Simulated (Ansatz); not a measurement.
## Electronic structure of CH$_{7}$FSi$_{3}$ (SMILES F[SiH2][SiH]1C[SiH2]1) in real space

Input

```
crystal:
  periodic: [false, false, false]
  atoms:
    - { symbol: F, position_ang: [-3.1802, 0.4444, 0.849] }
    - { symbol: Si, position_ang: [-1.6481, 0.7468, 0.786] }
    - { symbol: Si, position_ang: [-0.6615, -0.9825, -0.4526] }
    - { symbol: C, position_ang: [1.1781, -1.2402, -0.1734] }
    - { symbol: Si, position_ang: [1.23839, -2.92806, 0.18523] }
    - { symbol: H, position_ang: [-1.3965, 2.0866, 0.1494] }
    - { symbol: H, position_ang: [-1.0995, 0.7437, 2.1855] }
    - { symbol: H, position_ang: [-0.907, -0.8546, -1.8964] }
    - { symbol: H, position_ang: [1.51704, -0.59184, 0.55899] }
    - { symbol: H, position_ang: [1.72779, -0.91673, -1.08055] }
    - { symbol: H, position_ang: [1.04847, -3.82002, -1.02799] }
    - { symbol: H, position_ang: [0.54752, -3.43869, 1.36108] }
basis:
  gaussian: { orbitals: def2-SVP }
hamiltonian:
  xc: lda
relax:
  f_tol: 0.015
  max_steps: 40
output:
  orbitals: {}
```

Run with:

```sh
ansatz run input.yaml --threads 2 --pin off --max-ram 3072MiB --backend cpu --events-out ev --progress --plain --runs-dir out
```

The fields are those of the relaxed geometry.

The calculation used RKS LDA/def2-SVP (Ansatz).

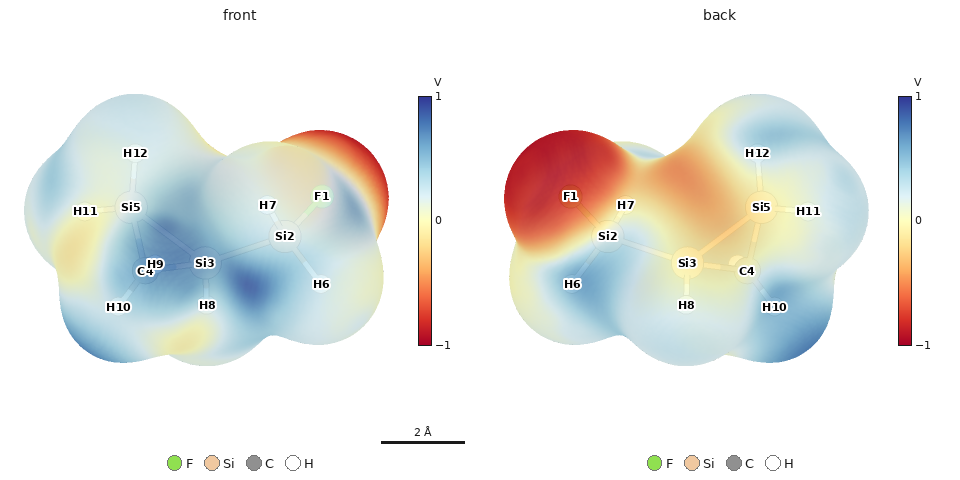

Figure 1. The electrostatic potential painted on the density surface at 0.001 e/bohr³, seen from the front and from behind; the colour scale runs from red (negative) to blue (positive).

Describe the electrostatic potential map.

Answer. The most negative region (about −0.9 V) lies over F1, the most positive (about +0.8 V) over Si2 and H9.

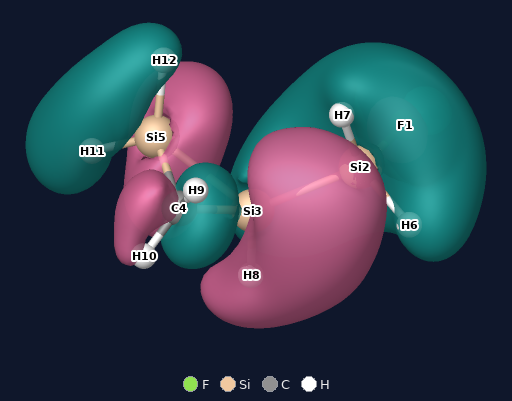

Figure 2. One frontier orbital at ±0.05 Å⁻³ᐟ² (teal and pink are the two phases), seen across its widest extent.

Which orbital is it: HOMO or LUMO?

Answer. The LUMO, at −1.76 eV. Its weight (Hirshfeld) is mainly on Si2 (about 30 %), Si3 (about 25 %), Si5 (about 15 %) and C4 (about 5 %).

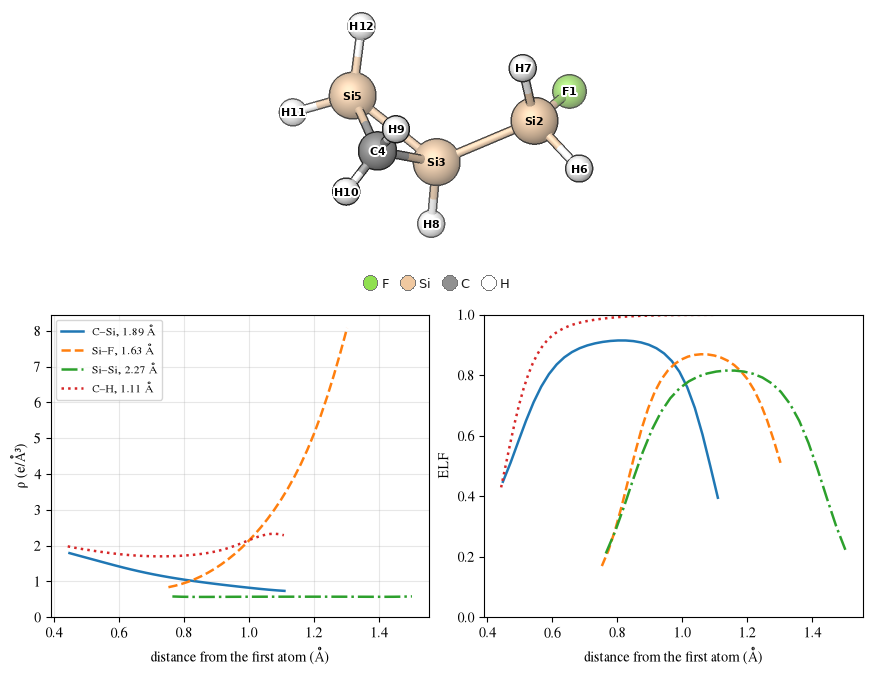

Figure 3. Electron density and ELF along straight lines between neighbouring atoms. The curves leave out the atomic cores. The structure is drawn too.

What can be read from the curves?

Answer. C–Si (1.89 Å): ρ is about 0.88 e/Å³ halfway; the ELF peaks at about 0.90 between the atoms (a covalent bond).
Si–F (1.63 Å): the density is about 0.99 e/Å³ at the midpoint; the ELF peaks at about 0.85 in the valence shell of F, 0.6 Å from its nucleus, and is about 0.35 at the midpoint.
Si–Si (2.27 Å): ρ is about 0.57 e/Å³ halfway; the ELF peaks at about 0.80 between the atoms: a covalent bond.
C–H (1.11 Å): ρ is about 1.8 e/Å³ halfway; the ELF climbs to about 1 towards the hydrogen, as it does in any bond to H: an ordinary covalent bond to hydrogen.

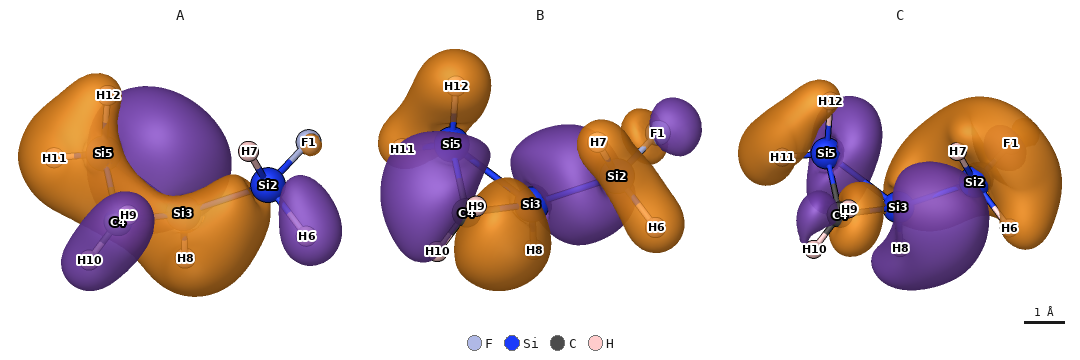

Figure 4. Three frontier orbitals at ±0.06 Å⁻³ᐟ² (orange and purple are the two phases), in no order.

Which picture is the HOMO−1, the HOMO and the LUMO?

Answer. B is the HOMO−1 (−6.85 eV). Its weight (Hirshfeld) is mainly on C4 (about 35 %), Si3 (about 25 %), Si5 (about 15 %) and Si2 (about 10 %). A is the HOMO (−5.90 eV). It lies mainly on Si5 (about 35 %), Si3 (about 35 %) and C4 (about 10 %). C is the LUMO (−1.76 eV). It lies mainly on Si2 (about 30 %), Si3 (about 25 %), Si5 (about 15 %) and C4 (about 5 %).

What is the HOMO–LUMO gap?

Answer. 4.14 eV between the orbital energies.
